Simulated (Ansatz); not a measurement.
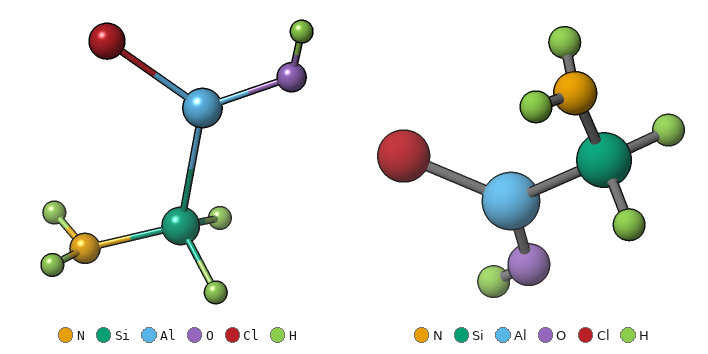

Two views of one molecule.

The geometry was computed by an optimisation with PBE0-D4/def2-TZVP. No frequency run is at hand to confirm it as a minimum.

Identify the structure.

It has 10 atoms: 1 aluminium, 1 chlorine, 5 hydrogen, 1 nitrogen, 1 oxygen and 1 silicon (AlClH5NOSi). SMILES: `N[SiH2][Al]([OH])[Cl]`. Among its groups: Si–H bond, Si–N bond. Coordination, clear cases only: 1 Si tetrahedral; 1 Al trigonal planar; 1 O bent.

More results for the same structure follow; atom numbers are the same in all pictures, views and colours differ.

Geometry

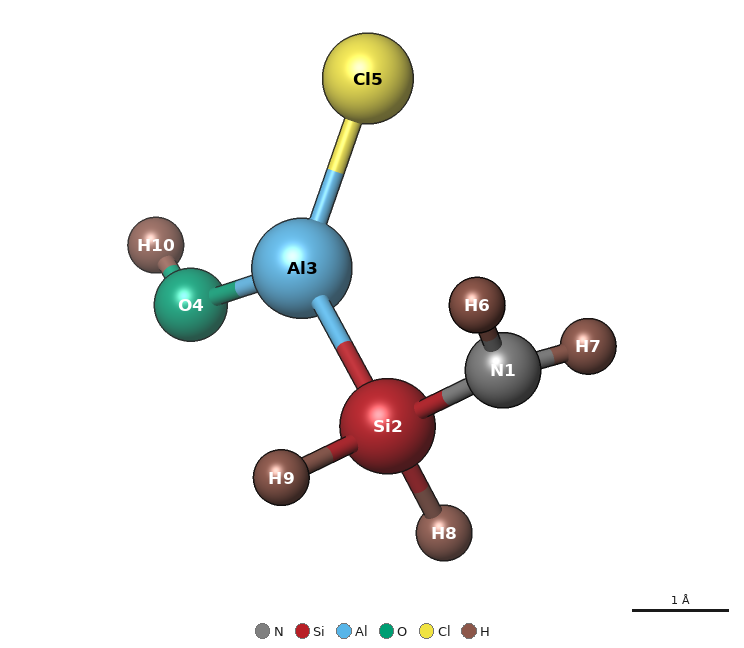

Numbered structure. No frequency run is at hand to confirm it as a minimum.

Give these bond angles: Si2–N1–H6, Si2–N1–H7, N1–Si2–Al3, N1–Si2–H8, N1–Si2–H9, Al3–Si2–H8, Al3–Si2–H9, Si2–Al3–O4, Si2–Al3–Cl5, O4–Al3–Cl5, Al3–O4–H10.

```csv
angle,degrees
Si2–N1–H6,118.0
Si2–N1–H7,117.9
N1–Si2–Al3,115.3
N1–Si2–H8,107.5
N1–Si2–H9,107.7
Al3–Si2–H8,109.0
Al3–Si2–H9,108.8
Si2–Al3–O4,122.6
Si2–Al3–Cl5,119.6
O4–Al3–Cl5,117.9
Al3–O4–H10,124.3
```

Dipole moment

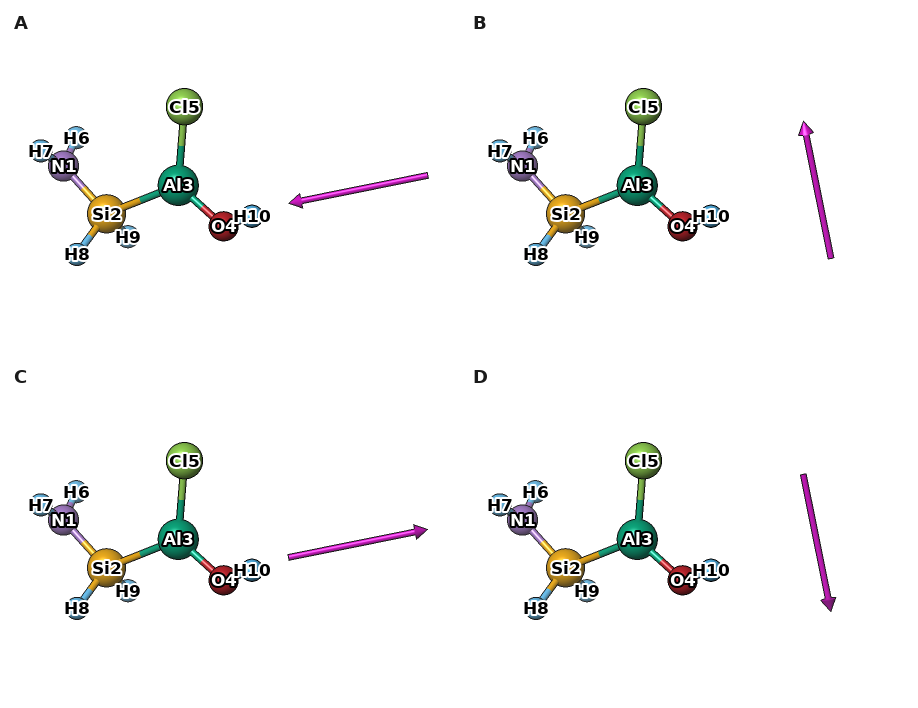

The same molecule four times, each with an arrow. No frequency run is at hand to confirm it as a minimum. Properties computed with RKS B3LYP-D4/def2-TZVPP (Ansatz 0.2.0).

Question: Which arrow points along the dipole moment, from the negative to the positive end?

Answer: B. The dipole moment is 0.58 D; it points from the side of H9 to the side of Cl5 (the outermost atoms at the two ends).

Electronic properties

No frequency run is at hand to confirm it as a minimum. Level of theory: RKS ωB97X-V/def2-TZVPP (Ansatz 0.2.0).

Question: What is the LUMO energy (Kohn–Sham orbital)?

Answer: 0.76 eV.

Question: Give the HOMO energy (Kohn–Sham orbital) at this level.

Answer: −9.22 eV.

Charges

The questions are on Mulliken charges. No frequency run is at hand to confirm it as a minimum. Properties computed with RKS B3LYP-D4/def2-TZVPP (Ansatz 0.2.0).

Give the Mulliken charges atom by atom.

| atom | value (e) |
| --- | --- |
| N1 | −0.39 |
| Si2 | 0.22 |
| Al3 | 0.54 |
| O4 | −0.40 |
| Cl5 | −0.29 |
| H6 | 0.14 |
| H7 | 0.14 |
| H8 | −0.06 |
| H9 | −0.07 |
| H10 | 0.18 |

Mulliken values depend strongly on the basis set and can even reverse the polarity of a bond.
